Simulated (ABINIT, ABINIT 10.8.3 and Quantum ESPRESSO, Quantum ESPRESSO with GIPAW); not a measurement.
## NMR shieldings of LiCl in space group Fm-3m by two methods

Aim: the absolute shielding of each site of LiCl in space group Fm-3m by linear response (GIPAW) and by the converse method, at several levels, with their costs.

Main program and level: ABINIT 10.8.3 and Quantum ESPRESSO with GIPAW; DFT, plane-wave PAW; levels as the steps name them.

The database entry behind the starting cell differs from later determinations by our own check (0.1 to 0.3 % short, probably kX units), so it need not match the best structure at ambient conditions.

## 1. Set-up

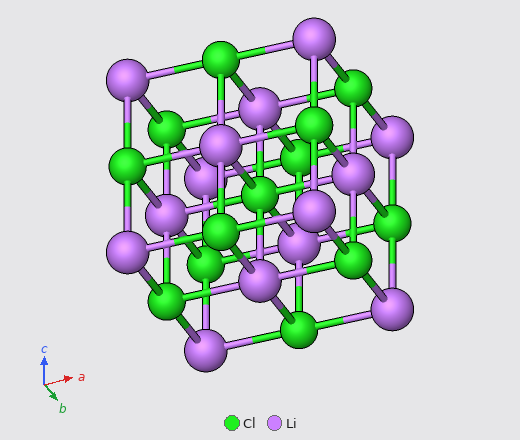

The starting structure, seen from a free direction (chlorine green, lithium purple). This picture shows the conventional cell, with its axes. Some periodic images of atoms are drawn too.

## 2. GIPAW: ground state

The first road is linear response to a uniform field, which keeps the symmetry and yields every site at once.

A patched development version of Quantum ESPRESSO; PAW files made with ld1.x from the pslibrary 1.0.0 recipes.

The input, scf.in:

```
&control
  calculation = 'scf'
  prefix = 'x'
  outdir = './tmp/'
  pseudo_dir = './'
/
&system
  ibrav = 0
  nat = 2
  ntyp = 2
  ecutwfc = 55
  ecutrho = 330
  nbnd = 7
/
&electrons
  conv_thr = 1.0d-10
  mixing_beta = 0.7
  electron_maxstep = 100
/
ATOMIC_SPECIES
  Cl 35.450 Cl.pbe-n-kjpaw_psl.1.0.0-gipaw.UPF
  Li 6.940 Li.pbe-sl-kjpaw_psl.1.0.0-gipaw.UPF
CELL_PARAMETERS angstrom
  0.00000000 2.56477000 2.56477000
  2.56477000 0.00000000 2.56477000
  2.56477000 2.56477000 0.00000000
ATOMIC_POSITIONS crystal
  Cl 0.50000000 0.50000000 0.50000000
  Li 0.00000000 0.00000000 0.00000000
K_POINTS automatic
  6 6 6 0 0 0
```

The run is started by

```console
$ mpirun -np 4 pw.x -nk 4 -in scf.in > scf.out
```

Numbers of over 12 decimals in the logs are rounded to 6 here.

What it wrote:

```text
using ibrav=0 with symmetry is DISCOURAGED, use correct ibrav instead

     bravais-lattice index     =            0
     lattice parameter (alat)  =       6.8543  a.u.
     unit-cell volume          =     227.7046 (a.u.)^3
     number of atoms/cell      =            2
     number of atomic types    =            2
     number of electrons       =        10.00
     number of Kohn-Sham states=            7
     kinetic-energy cutoff     =      55.0000  Ry
     charge density cutoff     =     330.0000  Ry
     scf convergence threshold =      1.0E-10
     mixing beta               =       0.7000
     number of iterations used =            8  plain     mixing
     Exchange-correlation= SLA-PW-PBX-PBC
                           (   1   4   3   4   0   0   0)
[...]
Cl                7.00    35.45000     Cl( 1.00)
     Li                3.00     6.94000     Li( 1.00)

     48 Sym. Ops., with inversion, found
[...]
number of k points=    16
[...]
Dense  grid:    23049 G-vectors     FFT dimensions: (  40,  40,  40)

     Smooth grid:    12507 G-vectors     FFT dimensions: (  36,  36,  36)

     Check: negative core charge=   -0.000002

     Initial potential from superposition of free atoms

     starting charge       9.9954, renormalised to      10.0000
     Starting wfcs are    9 randomized atomic wfcs

     Self-consistent Calculation

     iteration #  1     ecut=    55.00 Ry     beta= 0.70
     Davidson diagonalization with overlap
     ethr =  1.00E-02,  avg # of iterations =  4.9

     Threshold (ethr) on eigenvalues was too large:
     Diagonalizing with lowered threshold

     Davidson diagonalization with overlap
     ethr =  2.47E-04,  avg # of iterations =  2.8

     total energy              =     -94.63507446 Ry
     estimated scf accuracy    <       0.02252040 Ry

     iteration #  2     ecut=    55.00 Ry     beta= 0.70
     Davidson diagonalization with overlap
     ethr =  2.25E-04,  avg # of iterations =  2.0

     total energy              =     -94.64135465 Ry
     estimated scf accuracy    <       0.00344870 Ry

     iteration #  3     ecut=    55.00 Ry     beta= 0.70
[...]
total energy              =     -94.64228125 Ry
     estimated scf accuracy    <       0.00010713 Ry

[...]
total energy              =     -94.64233193 Ry
[...]
iteration #  8     ecut=    55.00 Ry     beta= 0.70
     Davidson diagonalization with overlap
     ethr =  3.42E-11,  avg # of iterations =  2.2

     total energy              =     -94.64233193 Ry
     estimated scf accuracy    <          5.0E-10 Ry

     iteration #  9     ecut=    55.00 Ry     beta= 0.70
     Davidson diagonalization with overlap
     ethr =  4.96E-12,  avg # of iterations =  2.4

     The highest empty levels of an scf can be off by 1 eV or more

     End of self-consistent calculation
     [one-electron energies left out]

     highest occupied, lowest unoccupied level (ev):     1.6441    7.9730

!    total energy              =     -94.64233193 Ry
     total all-electron energy =      -938.310924 Ry
     estimated scf accuracy    <          1.0E-12 Ry

     The total energy is the sum of the following terms:
     one-electron contribution =     -10.68251819 Ry
     hartree contribution      =       8.09867894 Ry
     xc contribution           =     -14.54938249 Ry
     ewald contribution        =     -32.15486348 Ry
     one-center paw contrib.   =     -45.35424672 Ry

     convergence has been achieved in   9 iterations
[...]
JOB DONE.
```

The job ended after 3.4 s (4 MPI ranks of Arm Neoverse V2, shared host; peak memory 0.39 GiB; 13 s of CPU time).

## 3. GIPAW: response

The input, nmr.in:

```
&inputgipaw
  job = 'nmr'
  prefix = 'x'
  tmp_dir = './tmp/'
  restart_mode = 'from_scratch'
  verbosity = 'low'
  q_gipaw = 0.01
  spline_ps = .true.
  conv_threshold = 1.0d-14
  use_nmr_macroscopic_shape = .false.
  pawproj(1) = .true.
  pawproj(2) = .true.
/
```

The run is started by

```console
$ mpirun -np 4 gipaw.x -in nmr.in > nmr.out
```

What it wrote:

```text
[banner, memory and clock lines left out]
[a note of our patched build left out]

     Parallelizing q-star over 1 images

     IMPORTANT: XC functional enforced from input :
     Exchange-correlation= PBE
                           (   1   4   3   4   0   0   0)
     Any further DFT definition will be discarded
     Please, verify this is what you really want

     Check: negative core charge=   -0.000002
[...]
alpha_pv=     87.0157 eV

     spline_ps is .false., expect some extrapolation errors

     q-space interpolation up to    66.00 Rydberg

     GIPAW job: nmr
     NMR macroscopic correction: no
[...]
Computing the magnetic susceptibility     isolve=0    ethr=  0.1000E-13
     Starting from scratch
     k-point #    1 of    16      pool #  1    cpu time:       0.5
[...]
ATTENTION: ik=   5  ibnd=  7  eigenvalues differ too much!
        12.2865     12.0159
     ATTENTION: ik=   5  ibnd=  7  eigenvalues differ too much!
        12.2865     11.9278
     ATTENTION: ik=   5  ibnd=  7  eigenvalues differ too much!
        12.2865     12.0151
     ATTENTION: ik=   5  ibnd=  7  eigenvalues differ too much!
        12.2865     12.0151
     ATTENTION: ik=   5  ibnd=  7  eigenvalues differ too much!
        12.2865     12.0151
     ATTENTION: ik=   5  ibnd=  7  eigenvalues differ too much!
        12.2865     12.0151
[...]
ATTENTION: ik=   9  ibnd=  7  eigenvalues differ too much!
        12.1356     11.7556
     ATTENTION: ik=   9  ibnd=  7  eigenvalues differ too much!
        12.1356     11.7601
     ATTENTION: ik=   9  ibnd=  7  eigenvalues differ too much!
        12.1356     11.7601
     ATTENTION: ik=   9  ibnd=  7  eigenvalues differ too much!
        12.1356     11.7737
     ATTENTION: ik=   9  ibnd=  7  eigenvalues differ too much!
        12.1356     11.7370
     ATTENTION: ik=   9  ibnd=  7  eigenvalues differ too much!
        12.1356     11.7370
     ATTENTION: ik=   9  ibnd=  7  eigenvalues differ too much!
        12.1356     11.7737
[...]
End of magnetic susceptibility calculation

     f-sum rule (1st term):
            -9.4739         -0.0000         -0.0000
            -0.0000         -9.4739         -0.0000
            -0.0000         -0.0000         -9.4739

     f-sum rule (2nd term):
            -0.1293         -0.0000          0.0000
            -0.0000         -0.1293          0.0000
             0.0000          0.0000         -0.1293

     f-sum rule (should be    -9.5997):
            -9.6032         -0.0000         -0.0000
            -0.0000         -9.6032         -0.0000
            -0.0000         -0.0000         -9.6032

[... susceptibilities left out ...]
     Contributions to the NMR chemical shifts: -------------------------------

     Macroscopic shape contribution in ppm:                    0.00
             0.0000          0.0000          0.0000
             0.0000          0.0000          0.0000
             0.0000          0.0000          0.0000

     Core contribution in ppm:

     Atom  1  Cl  pos: (  0.707107  0.707107  0.707107)  core sigma:        1050.85
     Atom  2  Li  pos: (  0.000000  0.000000  0.000000)  core sigma:           0.00

     Bare contribution in ppm:

     Atom  1  Cl  pos: (  0.707107  0.707107  0.707107)  bare sigma:          79.58
[...]
Atom  2  Li  pos: (  0.000000  0.000000  0.000000)  bare sigma:          10.62
[...]
Diamagnetic contribution in ppm:

     Atom  1  Cl  pos: (  0.707107  0.707107  0.707107)  dia sigma:          -8.14
[...]
Atom  2  Li  pos: (  0.000000  0.000000  0.000000)  dia sigma:          71.50
[...]
Paramagnetic contribution in ppm:

     Atom  1  Cl  pos: (  0.707107  0.707107  0.707107)  para sigma:        -365.96
[...]
Atom  2  Li  pos: (  0.000000  0.000000  0.000000)  para sigma:          -1.41
[...]
Paramagnetic US occ-occ contribution in ppm:

     Atom  1  Cl  pos: (  0.707107  0.707107  0.707107)  para_oo sigma:          -0.45
[...]
Atom  2  Li  pos: (  0.000000  0.000000  0.000000)  para_oo sigma:          -0.00
[...]
Paramagnetic US L_R Q_R contribution in ppm:

     Atom  1  Cl  pos: (  0.707107  0.707107  0.707107)  para_lq sigma:         154.21
[...]
Atom  2  Li  pos: (  0.000000  0.000000  0.000000)  para_lq sigma:          -0.08
[...]
Total NMR chemical shifts in ppm: ---------------------------------------
     (adopting the Simpson convention for anisotropy and asymmetry)-----------

     Atom  1  Cl  pos: (  0.707107  0.707107  0.707107)  Total sigma:         910.10
[...]
Cl      1    anisotropy:     -0.00    eta:    0.0000
[...]
Atom  2  Li  pos: (  0.000000  0.000000  0.000000)  Total sigma:          80.62
[...]
Li      2    anisotropy:     -0.00    eta:    0.0000
[...]
```

The job ended after 25 s (4 MPI ranks; peak memory 0.25 GiB; 98 s of CPU time).

(Part 1 of 2 ends here.)

[Banner, clock, file and dataset-listing lines were taken out of the logs.]

[Logs are printed without paths, hosts, clocks, repeated set-up lines and the standing remarks that a program may print on its own settings, such as how far it seeks lower states.]

[Hosts, paths, dates, database ids (printed as entryN), source tags and the programs' standing remarks are cut or masked in the printed files.]
